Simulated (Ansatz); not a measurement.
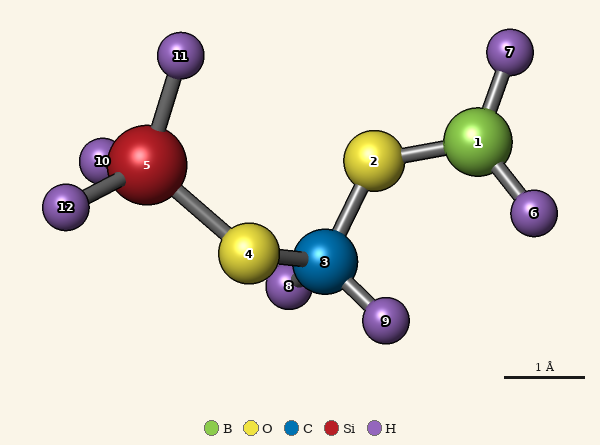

**Figure 1.** The structure as given in the input (ball-and-stick view, seen at a tilt; atoms are numbered from 1 in the order of the input).

Run report: CH₇BO₂Si, geometry relaxation (part 1 of 2)

System: CH₇BO₂Si, SMILES BOCO[SiH3].
Method: RKS PBE0-D4/def2-TZVP (Ansatz 0.2.0).

The geometry: PBE-D4/def2-SVP start. Figures and captions count atoms from 1; the log counts them from 0 in places.

The program's output
```
Functional definition: PBE0
  name "PBE0"
  cite "Adamo & Barone, J. Chem. Phys. 110, 6158 (1999) doi:10.1063/1.478522"
  cite "Perdew, Burke & Ernzerhof, Phys. Rev. Lett. 77, 3865 (1996) doi:10.1103/PhysRevLett.77.3865"
  parent pbe
  parameter a = 0.25
  parameter kappa = 0.804
  parameter beta = 0.06672455060314922
  exchange = (1 - a)*pbe_x(kappa = kappa, mu = beta*pi^2/3) + a*exact_x
  correlation = pbe_c(beta = beta)
1227 factors; their error is unknown
mean field evaluation 1: about -13787.7713 eV, gradient 5.4e1 eV
mean field evaluation 2: about -13779.8503 eV, gradient 8.6e1 eV
mean field evaluation 4: about -13792.7426 eV, gradient 2.2e0 eV
mean field evaluation 8: about -13792.7546 eV, gradient 5.1e-2 eV
mean field evaluation 16: about -13792.7892 eV, gradient 5.6e-5 eV
mean field -13792.78924072 eV, -506.8756555081 hartree, gradient 5.6e-5 eV, S^2 0.000000; 0 other end points of the search recorded, 0 dependent functions left out
the calculation of the forces begins
reference -13792.78927934 eV, -506.8756569273 hartree; 24, 24 occupied and 179, 179 virtual orbitals, 1227 factors
relax step   1: F+E_penalty+E_count = -13792.97516424 eV  Δ(F+E_penalty+E_count) = +0.000e0 eV  max|allowed force component| = 7.230e-1 eV/Å  Δτ_max = 0.0000 Å  (27 SCF iters, accepted)
these checks for a lower state are left out or cut short: starts, cluster_reference, orbital_swaps, neighbouring_geometries, increment
1227 factors; their error is unknown
mean field -13792.84126192 eV, -506.8775672521 hartree, gradient 2.1e-5 eV, S^2 0.000000; 0 other end points of the search recorded, 0 dependent functions left out
[... from here on the field's lines of each further geometry are left out, up to the last ...]
relax step   2: F+E_penalty+E_count = -13793.02840661 eV  Δ(F+E_penalty+E_count) = -5.324e-2 eV  max|allowed force component| = 5.492e-1 eV/Å  Δτ_max = 0.0351 Å  (32 SCF iters, accepted)
relax step   3: F+E_penalty+E_count = -13793.03906210 eV  Δ(F+E_penalty+E_count) = -1.066e-2 eV  max|allowed force component| = 9.763e-2 eV/Å  Δτ_max = 0.0208 Å  (32 SCF iters, accepted)
relax step   4: F+E_penalty+E_count = -13793.04013964 eV  Δ(F+E_penalty+E_count) = -1.078e-3 eV  max|allowed force component| = 3.513e-2 eV/Å  Δτ_max = 0.0284 Å  (31 SCF iters, accepted)
relax step   5: F+E_penalty+E_count = -13793.04032966 eV  Δ(F+E_penalty+E_count) = -1.900e-4 eV  max|allowed force component| = 1.045e-1 eV/Å  Δτ_max = 0.0711 Å  (31 SCF iters, accepted)
relax step   6: F+E_penalty+E_count = -13793.04071909 eV  Δ(F+E_penalty+E_count) = -3.894e-4 eV  max|allowed force component| = 2.776e-2 eV/Å  Δτ_max = 0.0253 Å  (31 SCF iters, accepted)
relax step   7: F+E_penalty+E_count = -13793.04080552 eV  Δ(F+E_penalty+E_count) = -8.643e-5 eV  max|allowed force component| = 1.958e-2 eV/Å  Δτ_max = 0.0128 Å  (31 SCF iters, accepted)
relax step   8: F+E_penalty+E_count = -13793.04081588 eV  Δ(F+E_penalty+E_count) = -1.036e-5 eV  max|allowed force component| = 2.293e-2 eV/Å  Δτ_max = 0.0122 Å  (32 SCF iters, accepted)
relax step   9: F+E_penalty+E_count = -13793.04091560 eV  Δ(F+E_penalty+E_count) = -9.972e-5 eV  max|allowed force component| = 8.898e-3 eV/Å  Δτ_max = 0.0138 Å  (32 SCF iters, accepted)
relax step  10: F+E_penalty+E_count = -13793.04092911 eV  Δ(F+E_penalty+E_count) = -1.350e-5 eV  max|allowed force component| = 7.053e-3 eV/Å  Δτ_max = 0.0021 Å  (33 SCF iters, accepted)
relax step  11: F+E_penalty+E_count = -13793.04094767 eV  Δ(F+E_penalty+E_count) = -1.857e-5 eV  max|allowed force component| = 4.219e-3 eV/Å  Δτ_max = 0.0062 Å  (32 SCF iters, accepted)
relax step  12: F+E_penalty+E_count = -13793.04095899 eV  Δ(F+E_penalty+E_count) = -1.132e-5 eV  max|allowed force component| = 7.636e-3 eV/Å  Δτ_max = 0.0105 Å  (32 SCF iters, accepted)
relax step  13: F+E_penalty+E_count = -13793.04096273 eV  Δ(F+E_penalty+E_count) = -3.741e-6 eV  max|allowed force component| = 4.869e-3 eV/Å  Δτ_max = 0.0045 Å  (32 SCF iters, accepted)
the calculation of the forces begins
reference -13792.85343711 eV, -506.8780146821 hartree; 24, 24 occupied and 179, 179 virtual orbitals, 1227 factors
relax step  14: F+E_penalty+E_count = -13793.04096489 eV  Δ(F+E_penalty+E_count) = -2.153e-6 eV  max|allowed force component| = 2.552e-3 eV/Å  Δτ_max = 0.0053 Å  (32 SCF iters, accepted)
1227 factors; their error is unknown
mean field evaluation 128: about -13792.8534 eV, gradient 4.8e-3 eV
```

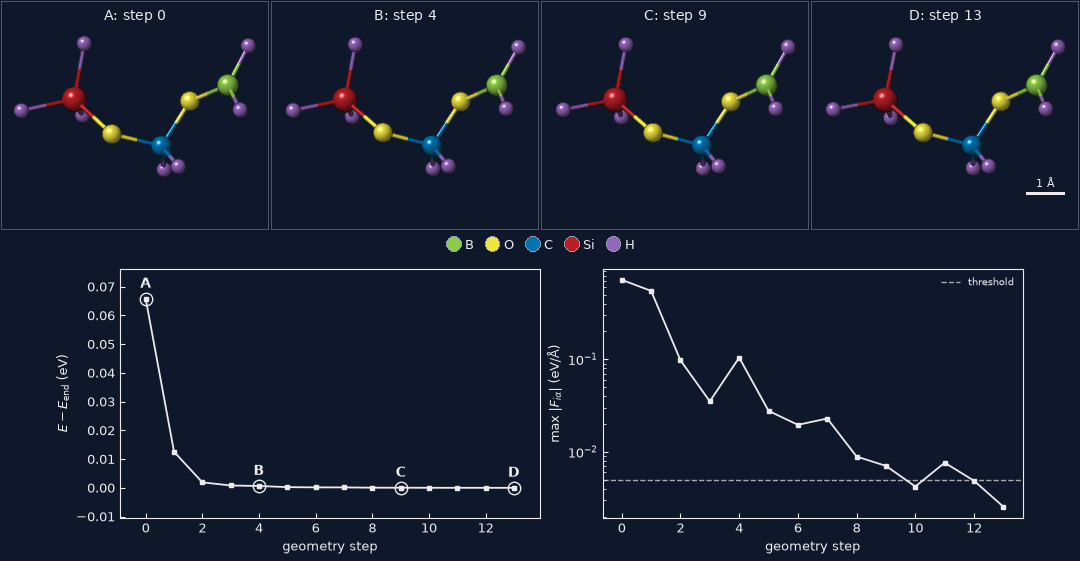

**Figure 2.** Frames of the relaxation (ball-and-stick view, seen at a tilt) above the curves, on which the letters mark them (the first geometry is step 0 here and step 1 in the log).

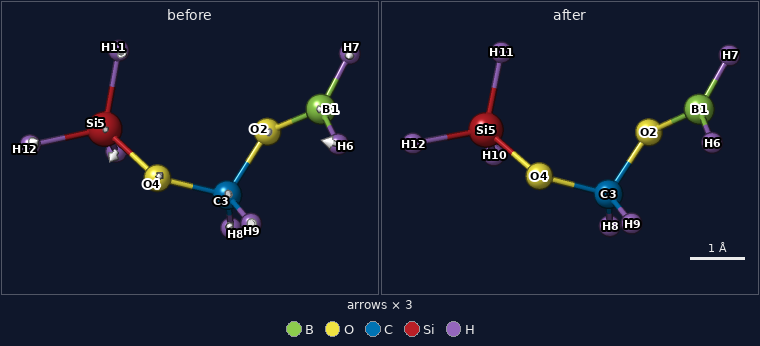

**Figure 3.** Before (left) and after (right) the relaxation, at one scale (ball-and-stick view, seen at a tilt). The white arrows give the displacements, magnified 3 times. H6 moves most after the best rigid fit: 0.12 Å. Largest moves by element: H 0.12 Å, O 0.06 Å, C 0.05 Å, B 0.04 Å, Si 0.03 Å. Among the contacts that change: O4–Si5 1.699 → 1.657 Å, B1–H7 1.216 → 1.195 Å, B1–H6 1.222 → 1.201 Å, C3–H8 1.116 → 1.096 Å. Over 13 geometry steps the energy falls by 0.066 eV. The largest force component goes from 0.72 to 0.0026 eV/Å. (Atoms are counted from 1 in the order of the input.)

```
mean field -13792.85339870 eV, -506.8780132704 hartree, gradient 2.1e-5 eV, S^2 0.000000; 1 other end points of the search recorded, 0 dependent functions left out
the calculation of the forces begins
reference -13792.85343711 eV, -506.8780146821 hartree; 24, 24 occupied and 179, 179 virtual orbitals, 1227 factors
Total energy: -13793.04100330 eV, -506.8849076122 hartree
Atom 0 at    -0.993785     1.105782     1.714550 Å, force    -0.002552     0.001788     0.000068 eV/Å
Atom 1 at    -0.900286     0.494141     0.520058 Å, force    -0.000248    -0.000828    -0.000284 eV/Å
Atom 2 at     0.062809     0.880153    -0.438056 Å, force     0.001497    -0.000962    -0.001673 eV/Å
Atom 3 at     1.056957    -0.073892    -0.536063 Å, force     0.000081     0.002157     0.001228 eV/Å
Atom 4 at     0.769834    -1.656100    -0.936755 Å, force    -0.001079    -0.001865    -0.001091 eV/Å
Atom 5 at    -0.274582     2.033887     1.969321 Å, force     0.000887    -0.000788     0.000499 eV/Å
Atom 6 at    -1.816481     0.687877     2.473784 Å, force     0.000659     0.000101     0.000330 eV/Å
Atom 7 at    -0.470102     0.991998    -1.389635 Å, force    -0.000856     0.000174     0.000604 eV/Å
Atom 8 at     0.525477     1.826600    -0.143329 Å, force     0.000324     0.000259     0.000019 eV/Å
Atom 9 at    -0.224766    -1.713808    -2.042449 Å, force    -0.000179     0.000501     0.000036 eV/Å
Atom 10 at     0.265271    -2.436764     0.219116 Å, force     0.000665    -0.000261     0.000186 eV/Å
Atom 11 at     2.076653    -2.195273    -1.376541 Å, force     0.000801    -0.000277     0.000079 eV/Å
Dipole moment:     0.001441     0.099731    -0.180544 e Å
```

Trajectory as extended XYZ (Å, eV, eV/Å), 14 frames, from step=1 to step=14
```
12
Properties=species:S:1:pos:R:3:forces:R:3 step=1 energy=-13792.97516
B    -1.0304    1.1189    1.7152    0.0305  -0.0386  -0.0788
O    -0.8601    0.4795    0.5334    0.2859   0.2922   0.0524
C     0.1100    0.8938   -0.4327   -0.2140   0.2500  -0.0143
O     1.1012   -0.0652   -0.5681   -0.4587  -0.7230  -0.1680
Si    0.7672   -1.6879   -0.9467    0.1140   0.6737   0.1240
H    -0.3689    2.1132    1.9742   -0.2427  -0.3757  -0.0967
H    -1.8636    0.6535    2.4684    0.3246   0.2024  -0.2848
H    -0.4497    1.0466   -1.3860    0.3292  -0.1341   0.5031
H     0.5824    1.8479   -0.1091   -0.2314  -0.5352  -0.1453
H    -0.3045   -1.7485   -2.0045    0.2425   0.0361   0.2553
H     0.3342   -2.4709    0.2593    0.0903   0.2146  -0.2643
H     2.0593   -2.2363   -1.4696   -0.2701   0.1375   0.1172
12
Properties=species:S:1:pos:R:3:forces:R:3 step=2 energy=-13793.02841
B    -1.0200    1.1065    1.7028   -0.0154  -0.0191  -0.0393
O    -0.8567    0.4668    0.5281    0.1304   0.1333  -0.0269
C     0.1058    0.8842   -0.4311   -0.1292   0.0742   0.0740
O     1.0965   -0.0677   -0.5622   -0.1817  -0.5297  -0.1424
Si    0.7621   -1.6723   -0.9407    0.1262   0.5492   0.1366
H    -0.3615    2.0863    1.9551   -0.0610  -0.1140  -0.0298
H    -1.8470    0.6587    2.4493    0.0993   0.0564  -0.0684
H    -0.4422    1.0280   -1.3764    0.1051  -0.0375   0.1467
H     0.5708    1.8265   -0.1078   -0.0793  -0.1528  -0.0541
H    -0.3016   -1.7227   -1.9846    0.0559   0.0010   0.0493
H     0.3264   -2.4367    0.2574    0.0215   0.0318  -0.0675
H     2.0445   -2.2131   -1.4560   -0.0717   0.0072   0.0220
12
Properties=species:S:1:pos:R:3:forces:R:3 step=3 energy=-13793.03906
B    -1.0206    1.1046    1.6940    0.0496  -0.0561   0.0524
O    -0.8598    0.4649    0.5228    0.0259   0.0218  -0.0546
C     0.1014    0.8787   -0.4300   -0.0720   0.0373   0.0544
O     1.0916   -0.0725   -0.5590   -0.0241  -0.0976  -0.0198
Si    0.7625   -1.6570   -0.9339    0.0507   0.0778   0.0189
H    -0.3520    2.0695    1.9474   -0.0082   0.0256  -0.0124
H    -1.8355    0.6589    2.4452   -0.0280   0.0162  -0.0032
H    -0.4383    1.0189   -1.3734    0.0052  -0.0050  -0.0279
H     0.5629    1.8167   -0.1095    0.0117   0.0177   0.0005
H    -0.2955   -1.7074   -1.9774   -0.0139  -0.0051  -0.0121
H     0.3240   -2.4235    0.2561   -0.0079  -0.0165   0.0081
H     2.0361   -2.2073   -1.4484    0.0108  -0.0162  -0.0045
12
Properties=species:S:1:pos:R:3:forces:R:3 step=4 energy=-13793.04014
B    -1.0132    1.1080    1.7030   -0.0094  -0.0061  -0.0045
O    -0.8764    0.4799    0.5214    0.0224   0.0081  -0.0029
C     0.0889    0.8814   -0.4293   -0.0279  -0.0351  -0.0190
O     1.0737   -0.0798   -0.5484    0.0183   0.0346   0.0114
Si    0.7671   -1.6613   -0.9372   -0.0246   0.0201   0.0067
H    -0.3391    2.0712    1.9502    0.0106  -0.0056   0.0063
H    -1.8270    0.6672    2.4592   -0.0030   0.0090  -0.0072
H    -0.4414    1.0175   -1.3796   -0.0091  -0.0032   0.0126
H     0.5567    1.8186   -0.1146    0.0135  -0.0013   0.0036
H    -0.2761   -1.7154   -1.9966   -0.0017  -0.0070  -0.0115
H     0.3129   -2.4387    0.2406   -0.0010  -0.0121   0.0069
H     2.0509   -2.2042   -1.4346    0.0120  -0.0015  -0.0022
12
Properties=species:S:1:pos:R:3:forces:R:3 step=5 energy=-13793.04033
B    -1.0055    1.1056    1.7073    0.0419   0.0093   0.0094
O    -0.8930    0.4930    0.5158   -0.0720  -0.0065  -0.0498
C     0.0721    0.8830   -0.4377    0.1045  -0.0375   0.0817
O     1.0631   -0.0756   -0.5359   -0.0007   0.0125  -0.0224
Si    0.7692   -1.6574   -0.9336    0.0009   0.0141   0.0075
H    -0.2863    2.0297    1.9734    0.0000   0.0233  -0.0011
H    -1.8383    0.6902    2.4554   -0.0164  -0.0147   0.0082
H    -0.4527    1.0006   -1.3921   -0.0354   0.0172  -0.0024
H     0.5398    1.8242   -0.1319   -0.0228  -0.0056  -0.0277
H    -0.2588   -1.7159   -2.0078   -0.0014   0.0005  -0.0064
H     0.3041   -2.4415    0.2358   -0.0038  -0.0070   0.0042
H     2.0633   -2.1913   -1.4147    0.0052  -0.0055  -0.0012
```
